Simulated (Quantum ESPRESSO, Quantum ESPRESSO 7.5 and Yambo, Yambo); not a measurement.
## Quasiparticle gap of SrTiO3 (Tausonite) in Yambo

How does a plane-wave GW calculation on SrTiO3 (Tausonite) run from the first input to the gap?

Main program and level: Quantum ESPRESSO 7.5 and Yambo 5.3.0; PBE and many-body steps on it, plane waves.

**The experiments to reproduce.**

- Gap 3.77 eV: direct gap (M0 critical point); spectroscopic ellipsometry, second-derivative fit; 300 K; bulk crystal (commercial single crystal) (“Optical probe of ferroelectric order in bulk and thin film perovskite titanates”, 2013, arxiv:1309.1245).

## Step 1: The starting structure

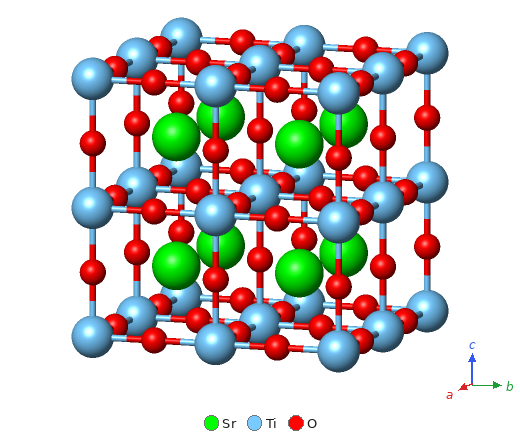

Start, viewed slightly off an axis; strontium green, titanium blue, oxygen red. 2×2×2 cells are drawn. Some periodic images of atoms are drawn too.

Coordinates:

```cif
data_structure
_symmetry_space_group_name_H-M 'Pm-3m'
_symmetry_Int_Tables_number 221
_cell_length_a 3.9053
_cell_length_b 3.9053
_cell_length_c 3.9053
_cell_angle_alpha 90.000
_cell_angle_beta 90.000
_cell_angle_gamma 90.000
_cell_volume 59.56
loop_
_atom_site_label
_atom_site_type_symbol
_atom_site_symmetry_multiplicity
_atom_site_Wyckoff_symbol
_atom_site_fract_x
_atom_site_fract_y
_atom_site_fract_z
_atom_site_occupancy
Sr1 Sr 1 b 0.50000 0.50000 0.50000 1
Ti1 Ti 1 a 0.00000 0.00000 0.00000 1
O1 O 3 d 0.50000 0.00000 0.00000 1
```

The cell and positions come from the Crystallography Open Database and are kept as given unless a step says otherwise.

## Step 2: Ground state

This step: Quantum ESPRESSO 7.5; DFT, PBE, plane waves, norm-conserving pseudopotentials.

The ground-state density comes first.

File pw.in:

```
&control
  calculation = 'scf'
  prefix = 'x'
  outdir = 'o'
  pseudo_dir = 'pseudo'
/
&system
  ibrav = 0
  nat = 5
  ntyp = 3
  ecutwfc = 76.0
  nbnd = 26
  force_symmorphic = .true.
/
&electrons
  conv_thr = 1e-10
  electron_maxstep = 80
  mixing_beta = 0.5
/
ATOMIC_SPECIES
  Sr 87.62 Sr.upf
  Ti 47.867 Ti.upf
  O 15.999 O.upf
CELL_PARAMETERS angstrom
  3.9052800000 0.0000000000 0.0000000000
  0.0000000000 3.9052800000 0.0000000000
  0.0000000000 0.0000000000 3.9052800000
ATOMIC_POSITIONS crystal
  Sr 0.5000000000 0.5000000000 0.5000000000
  Ti 0.0000000000 0.0000000000 0.0000000000
  O 0.5000000000 0.0000000000 0.0000000000
  O 0.0000000000 0.5000000000 0.0000000000
  O 0.0000000000 0.0000000000 0.5000000000
K_POINTS automatic
  6 6 6 0 0 0
```

The run is started by

```sh
$ OMP_NUM_THREADS=1 mpirun -n 8 pw.x -nk 8 -in pw.in > pw.out
```

Log:

```text
Program PWSCF v.7.5 starts

     This program is part of the open-source Quantum ESPRESSO suite
     for quantum simulation of materials; please cite
         "P. Giannozzi et al., J. Phys.:Condens. Matter 21 395502 (2009);
         "P. Giannozzi et al., J. Phys.:Condens. Matter 29 465901 (2017);
         "P. Giannozzi et al., J. Chem. Phys. 152 154105 (2020);
     in publications or presentations arising from this work. More details at
     Message from routine setup:
     using ibrav=0 with symmetry is DISCOURAGED, use correct ibrav instead

     G-vector sticks info

     bravais-lattice index     =            0
     lattice parameter (alat)  =       7.3799  a.u.
     unit-cell volume          =     401.9325 (a.u.)^3
     number of atoms/cell      =            5
     number of atomic types    =            3
     number of electrons       =        40.00
     number of Kohn-Sham states=           26
     kinetic-energy cutoff     =      76.0000  Ry
     charge density cutoff     =     304.0000  Ry
     scf convergence threshold =      1.0E-10
     mixing beta               =       0.5000
     number of iterations used =            8  plain     mixing
     Exchange-correlation= PBE
                           (   1   4   3   4   0   0   0)

     celldm(1)=   7.379910  celldm(2)=   0.000000  celldm(3)=   0.000000
     celldm(4)=   0.000000  celldm(5)=   0.000000  celldm(6)=   0.000000

     crystal axes: (cart. coord. in units of alat)
               a(1) = (   1.000000   0.000000   0.000000 )
               a(2) = (   0.000000   1.000000   0.000000 )
               a(3) = (   0.000000   0.000000   1.000000 )

     reciprocal axes: (cart. coord. in units 2 pi/alat)
               b(1) = (  1.000000  0.000000  0.000000 )
               b(2) = (  0.000000  1.000000  0.000000 )
               b(3) = (  0.000000  0.000000  1.000000 )
     Pseudo is Norm-conserving + core correction, Zval = 10.0
     Generated using ONCVPSP code by D. R. Hamann
     Using radial grid of 1834 points,  6 beta functions with:
     Pseudo is Norm-conserving + core correction, Zval = 12.0
     Generated using ONCVPSP code by D. R. Hamann
     Using radial grid of 1586 points,  6 beta functions with:
     Pseudo is Norm-conserving + core correction, Zval =  6.0
     Generated using ONCVPSP code by D. R. Hamann
     Using radial grid of  936 points,  5 beta functions with:
     Sr               10.00    87.62000     Sr( 1.00)
     Ti               12.00    47.86700     Ti( 1.00)
     O                 6.00    15.99900     O ( 1.00)

     48 Sym. Ops., with inversion, found

   Cartesian axes

     site n.     atom                  positions (alat units)
         1        Sr     tau(   1) = (   0.5000000   0.5000000   0.5000000  )
         2        Ti     tau(   2) = (   0.0000000   0.0000000   0.0000000  )
         3        O      tau(   3) = (   0.5000000   0.0000000   0.0000000  )
         4        O      tau(   4) = (   0.0000000   0.5000000   0.0000000  )
         5        O      tau(   5) = (   0.0000000   0.0000000   0.5000000  )

     number of k points=    20
                       cart. coord. in units 2pi/alat
        k(    1) = (   0.0000000   0.0000000   0.0000000), wk =   0.0092593
        k(    2) = (   0.0000000   0.0000000   0.1666667), wk =   0.0555556
        k(    3) = (   0.0000000   0.0000000   0.3333333), wk =   0.0555556
        k(    4) = (   0.0000000   0.0000000  -0.5000000), wk =   0.0277778
        k(    5) = (   0.0000000   0.1666667   0.1666667), wk =   0.1111111
        k(    6) = (   0.0000000   0.1666667   0.3333333), wk =   0.2222222
        k(    7) = (   0.0000000   0.1666667  -0.5000000), wk =   0.1111111
        k(    8) = (   0.0000000   0.3333333   0.3333333), wk =   0.1111111
        k(    9) = (   0.0000000   0.3333333  -0.5000000), wk =   0.1111111
        k(   10) = (   0.0000000  -0.5000000  -0.5000000), wk =   0.0277778
     [... 8 further rows ...]
        k(   19) = (   0.3333333  -0.5000000  -0.5000000), wk =   0.0555556
        k(   20) = (  -0.5000000  -0.5000000  -0.5000000), wk =   0.0092593

     Dense  grid:    36041 G-vectors     FFT dimensions: (  45,  45,  45)

     Initial potential from superposition of free atoms

     starting charge      39.9901, renormalised to      40.0000
     Starting wfcs are   27 randomized atomic wfcs

     per-process dynamical memory:    34.6 Mb

     Self-consistent Calculation

     iteration #  1     ecut=    76.00 Ry     beta= 0.50

     total energy              =    -286.34705223 Ry
     estimated scf accuracy    <       1.82528620 Ry

     iteration #  2     ecut=    76.00 Ry     beta= 0.50

     total energy              =    -286.17401445 Ry
     estimated scf accuracy    <       4.25735772 Ry

     iteration #  3     ecut=    76.00 Ry     beta= 0.50

     total energy              =    -287.08882901 Ry
     estimated scf accuracy    <       0.24602598 Ry

     iteration #  4     ecut=    76.00 Ry     beta= 0.50

     total energy              =    -287.05726336 Ry
     estimated scf accuracy    <       0.08494564 Ry

     iteration #  5     ecut=    76.00 Ry     beta= 0.50

     total energy              =    -287.08109781 Ry
     estimated scf accuracy    <       0.01762176 Ry

     iteration #  6     ecut=    76.00 Ry     beta= 0.50

     total energy              =    -287.08118411 Ry
     estimated scf accuracy    <       0.00232619 Ry

     iteration #  7     ecut=    76.00 Ry     beta= 0.50

     total energy              =    -287.08179369 Ry
     estimated scf accuracy    <       0.00016312 Ry

     iteration #  8     ecut=    76.00 Ry     beta= 0.50

     total energy              =    -287.08179063 Ry
     estimated scf accuracy    <       0.00003424 Ry

     iteration #  9     ecut=    76.00 Ry     beta= 0.50

     total energy              =    -287.08179759 Ry
     estimated scf accuracy    <       0.00000027 Ry

     iteration # 10     ecut=    76.00 Ry     beta= 0.50

     total energy              =    -287.08179769 Ry
     estimated scf accuracy    <       0.00000009 Ry

     iteration # 11     ecut=    76.00 Ry     beta= 0.50

     total energy              =    -287.08179769 Ry
     estimated scf accuracy    <          8.1E-09 Ry

     iteration # 12     ecut=    76.00 Ry     beta= 0.50

     total energy              =    -287.08179770 Ry
     estimated scf accuracy    <          6.2E-10 Ry

     iteration # 13     ecut=    76.00 Ry     beta= 0.50

     End of self-consistent calculation

          k = 0.0000 0.0000 0.0000 (  4457 PWs)   bands (ev):

   -46.3526 -22.6721 -22.6270 -22.6270 -22.6270  -7.3121  -6.3299  -6.3299
    -4.6610  -4.6610  -4.6610   7.2355   7.2355   7.2355   8.8811   8.8811
     8.8811   9.6918   9.6918   9.6918  11.9546  11.9546  11.9546  14.4349
    14.4349  15.5056

          k = 0.0000 0.0000 0.1667 (  4525 PWs)   bands (ev):

   -46.3522 -22.7135 -22.6263 -22.6263 -22.5975  -7.3308  -6.3234  -6.3201
    -4.6493  -4.6493  -4.4854   6.8839   7.2187   7.2187   8.5465   8.5465
     8.6549   8.9454   9.5443   9.5443  11.9947  12.5241  12.5241  14.4403
    15.1720  15.9448

          k = 0.0000 0.0000 0.3333 (  4500 PWs)   bands (ev):

   -46.3515 -22.7663 -22.6248 -22.6248 -22.5679  -7.4554  -6.3002  -6.1422
    -4.6257  -4.6257  -4.1970   6.1332   7.2026   7.2026   7.9492   7.9766
     7.9766   8.2598   9.3794   9.3794  12.0782  13.4535  13.4535  14.4471
    16.2106  16.9464

          k = 0.0000 0.0000-0.5000 (  4484 PWs)   bands (ev):

     [... further k-points ...]

     highest occupied, lowest unoccupied level (ev):    10.0469   11.9546

!    total energy              =    -287.08179770 Ry
     estimated scf accuracy    <          3.5E-11 Ry

     The total energy is the sum of the following terms:
     one-electron contribution =     -75.45081456 Ry
     hartree contribution      =      60.40587187 Ry
     xc contribution           =     -59.54529617 Ry
     ewald contribution        =    -212.49155884 Ry

     convergence has been achieved in  13 iterations

     XML data file, charge density, pseudopotentials, collected wavefunctions

=------------------------------------------------------------------------------=
   JOB DONE.
=------------------------------------------------------------------------------=
```

It took 15 s on 8 MPI ranks of AMD EPYC 7R43, shared host; peak memory 0.63 GiB.

This step gave:

- total energy: -3905.9468 eV
- gap: 1.908 eV
- k of the valence top: -0.5, -0.5, -0.5
- k of the conduction bottom: 0, 0, 0
- least direct gap: 2.263 eV

The gap is indirect, with the least direct gap 0.36 eV higher.

## Step 3: Bands along the symmetry lines

The cheap functional maps the bands first; the places of the edges decide which points the dearer methods must see.

File pw.in:

```
&control
  calculation = 'bands'
  prefix = 'x'
  outdir = 'o'
  pseudo_dir = 'pseudo'
/
&system
  ibrav = 0
  nat = 5
  ntyp = 3
  ecutwfc = 76.0
  nbnd = 26
  force_symmorphic = .true.
/
&electrons
  conv_thr = 1e-9
  electron_maxstep = 80
  diago_full_acc = .true.
  diago_thr_init = 5e-6
/
ATOMIC_SPECIES
  Sr 87.62 Sr.upf
  Ti 47.867 Ti.upf
  O 15.999 O.upf
CELL_PARAMETERS angstrom
  3.9052800000 0.0000000000 0.0000000000
  0.0000000000 3.9052800000 0.0000000000
  0.0000000000 0.0000000000 3.9052800000
ATOMIC_POSITIONS crystal
  Sr 0.5000000000 0.5000000000 0.5000000000
  Ti 0.0000000000 0.0000000000 0.0000000000
  O 0.5000000000 0.0000000000 0.0000000000
  O 0.0000000000 0.5000000000 0.0000000000
  O 0.0000000000 0.0000000000 0.5000000000
K_POINTS crystal
  50
  0.00000000 0.00000000 0.00000000 1
  0.00000000 0.06250000 0.00000000 1
  0.00000000 0.12500000 0.00000000 1
  0.00000000 0.18750000 0.00000000 1
  0.00000000 0.25000000 0.00000000 1
  0.00000000 0.31250000 0.00000000 1
  0.00000000 0.37500000 0.00000000 1
  0.00000000 0.43750000 0.00000000 1
  0.00000000 0.50000000 0.00000000 1
  0.06250000 0.50000000 0.00000000 1
  0.12500000 0.50000000 0.00000000 1
  0.18750000 0.50000000 0.00000000 1
  0.25000000 0.50000000 0.00000000 1
  0.31250000 0.50000000 0.00000000 1
  0.37500000 0.50000000 0.00000000 1
  0.43750000 0.50000000 0.00000000 1
  0.50000000 0.50000000 0.00000000 1
  0.43750000 0.43750000 0.00000000 1
  0.37500000 0.37500000 0.00000000 1
  0.31250000 0.31250000 0.00000000 1
  0.25000000 0.25000000 0.00000000 1
  0.18750000 0.18750000 0.00000000 1
  0.12500000 0.12500000 0.00000000 1
  0.06250000 0.06250000 0.00000000 1
  0.00000000 0.00000000 0.00000000 1
  0.06250000 0.06250000 0.06250000 1
  0.12500000 0.12500000 0.12500000 1
  0.18750000 0.18750000 0.18750000 1
  0.25000000 0.25000000 0.25000000 1
  0.31250000 0.31250000 0.31250000 1
  0.37500000 0.37500000 0.37500000 1
  0.43750000 0.43750000 0.43750000 1
  0.50000000 0.50000000 0.50000000 1
  0.43750000 0.50000000 0.43750000 1
  0.37500000 0.50000000 0.37500000 1
  0.31250000 0.50000000 0.31250000 1
  0.25000000 0.50000000 0.25000000 1
  0.18750000 0.50000000 0.18750000 1
  0.12500000 0.50000000 0.12500000 1
  0.06250000 0.50000000 0.06250000 1
  0.00000000 0.50000000 0.00000000 1
  0.50000000 0.50000000 0.50000000 1
  0.50000000 0.50000000 0.43750000 1
  0.50000000 0.50000000 0.37500000 1
  0.50000000 0.50000000 0.31250000 1
  0.50000000 0.50000000 0.25000000 1
  0.50000000 0.50000000 0.18750000 1
  0.50000000 0.50000000 0.12500000 1
  0.50000000 0.50000000 0.06250000 1
  0.50000000 0.50000000 0.00000000 1
```

Log:

```text
[banner, memory and clock lines left out]
Program PWSCF v.7.5 starts

     Atomic positions and unit cell read from directory:
     o/x.save/

     Message from routine setup:
     using ibrav=0 with symmetry is DISCOURAGED, use correct ibrav instead

     G-vector sticks info

     bravais-lattice index     =            0
     lattice parameter (alat)  =       7.3799  a.u.
     unit-cell volume          =     401.9325 (a.u.)^3
     number of atoms/cell      =            5
     number of atomic types    =            3
     number of electrons       =        40.00
     number of Kohn-Sham states=           26
     kinetic-energy cutoff     =      76.0000  Ry
     charge density cutoff     =     304.0000  Ry
     Exchange-correlation= PBE
                           (   1   4   3   4   0   0   0)

     celldm(1)=   7.379910  celldm(2)=   0.000000  celldm(3)=   0.000000
     celldm(4)=   0.000000  celldm(5)=   0.000000  celldm(6)=   0.000000

     crystal axes: (cart. coord. in units of alat)
               a(1) = (   1.000000   0.000000   0.000000 )
               a(2) = (   0.000000   1.000000   0.000000 )
               a(3) = (   0.000000   0.000000   1.000000 )

     reciprocal axes: (cart. coord. in units 2 pi/alat)
               b(1) = (  1.000000  0.000000  0.000000 )
               b(2) = (  0.000000  1.000000  0.000000 )
               b(3) = (  0.000000  0.000000  1.000000 )
     Pseudo is Norm-conserving + core correction, Zval = 10.0
     Generated using ONCVPSP code by D. R. Hamann
     Using radial grid of 1834 points,  6 beta functions with:
     Pseudo is Norm-conserving + core correction, Zval = 12.0
     Generated using ONCVPSP code by D. R. Hamann
     Using radial grid of 1586 points,  6 beta functions with:
     Pseudo is Norm-conserving + core correction, Zval =  6.0
     Generated using ONCVPSP code by D. R. Hamann
     Using radial grid of  936 points,  5 beta functions with:
     Sr               10.00    87.62000     Sr( 1.00)
     Ti               12.00    47.86700     Ti( 1.00)
     O                 6.00    15.99900     O ( 1.00)

     48 Sym. Ops., with inversion, found

   Cartesian axes

     site n.     atom                  positions (alat units)
         1        Sr     tau(   1) = (   0.5000000   0.5000000   0.5000000  )
         2        Ti     tau(   2) = (   0.0000000   0.0000000   0.0000000  )
         3        O      tau(   3) = (   0.5000000   0.0000000   0.0000000  )
         4        O      tau(   4) = (   0.0000000   0.5000000   0.0000000  )
         5        O      tau(   5) = (   0.0000000   0.0000000   0.5000000  )

     number of k points=    50
                       cart. coord. in units 2pi/alat
        k(    1) = (   0.0000000   0.0000000   0.0000000), wk =   0.0400000
        k(    2) = (   0.0000000   0.0625000   0.0000000), wk =   0.0400000
        k(    3) = (   0.0000000   0.1250000   0.0000000), wk =   0.0400000
[...]
[... 38 further rows ...]
        k(   49) = (   0.5000000   0.5000000   0.0625000), wk =   0.0400000
        k(   50) = (   0.5000000   0.5000000   0.0000000), wk =   0.0400000

     Dense  grid:    36041 G-vectors     FFT dimensions: (  45,  45,  45)

     The potential is recalculated from file :
     o/x.save/charge-density

     Starting wfcs are   27 randomized atomic wfcs

     Band Structure Calculation

     End of band structure calculation

          k = 0.0000 0.0000 0.0000 (  4457 PWs)   bands (ev):

   -46.3527 -22.6721 -22.6271 -22.6271 -22.6271  -7.3121  -6.3299  -6.3299
    -4.6610  -4.6610  -4.6610   7.2355   7.2355   7.2355   8.8811   8.8811
     8.8811   9.6918   9.6918   9.6918  11.9545  11.9545  11.9545  14.4348
    14.4349  15.5056

          k = 0.0000 0.0625 0.0000 (  4485 PWs)   bands (ev):

[...]
14.5651  15.5703

          k = 0.0000 0.1250 0.0000 (  4509 PWs)   bands (ev):

[...]
14.8962  15.7606

[...]
k = 0.5000 0.5000 0.0625 (  4496 PWs)   bands (ev):

[...]
17.9530  18.3910

          k = 0.5000 0.5000 0.0000 (  4500 PWs)   bands (ev):

[...]
-4.5566  -4.2411  -4.2411   5.4282   5.5333   5.8694   7.2143   7.2143
     8.3223   8.4929   8.4929   9.9609  13.8854  13.8854  14.3483  15.4144
    17.9844  18.3561

     XML data file, pseudopotentials, collected wavefunctions
```

It took 9 s on 8 MPI ranks; peak memory 0.58 GiB.

This step gave:

| Item | Value |
| --- | --- |
| gap | 1.908 eV |
| k of the valence top | 0.5, 0.5, 0.5 |
| k of the conduction bottom | 0, 0, 0 |
| least direct gap | 2.263 eV |

The gap is 1.908 eV, as in the run before at this level.

The electronic bands at the labelled points (eV, zero at the top of the highest filled band):

```
    point  band 17  band 18  band 19  band 20  band 21  band 22  band 23  band 24
        Γ    -1.17    -0.36    -0.36    -0.36     1.91     1.91     1.91     4.39
        X    -2.34    -1.96    -0.73    -0.73     2.07     3.83     3.83     4.40
        M    -1.72    -1.55    -1.55    -0.09     3.84     3.84     4.30     5.37
        Γ    -1.17    -0.36    -0.36    -0.36     1.91     1.91     1.91     4.39
        R    -3.71     0.00     0.00     0.00     4.52     4.52     4.52     7.00
        X    -2.34    -1.96    -0.73    -0.73     2.07     3.83     3.83     4.40
jump to R    -3.71     0.00     0.00     0.00     4.52     4.52     4.52     7.00
        M    -1.72    -1.55    -1.55    -0.09     3.84     3.84     4.30     5.37
```

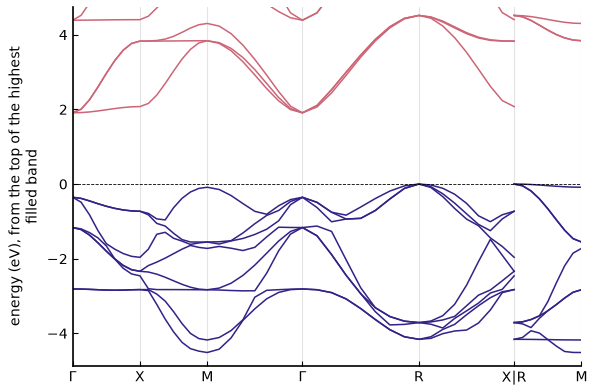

Electronic bands along the path; lines of filled and empty bands in two colours.

(Part 1 of 3 ends here.)

[Paths, hosts, dates, memory and timing lines, banners, echoed tables and standing remarks are left out of the program output.]

[Logs are printed without paths, hosts, clocks, repeated set-up lines and the standing remarks that a program may print on its own settings, such as how far it seeks lower states.]

[Runs of the session that timed out or met a known fault of the program may be left out.]

[Hosts, paths, dates, database ids (printed as entryN), source tags and the programs' standing remarks are cut or masked in the printed files.]
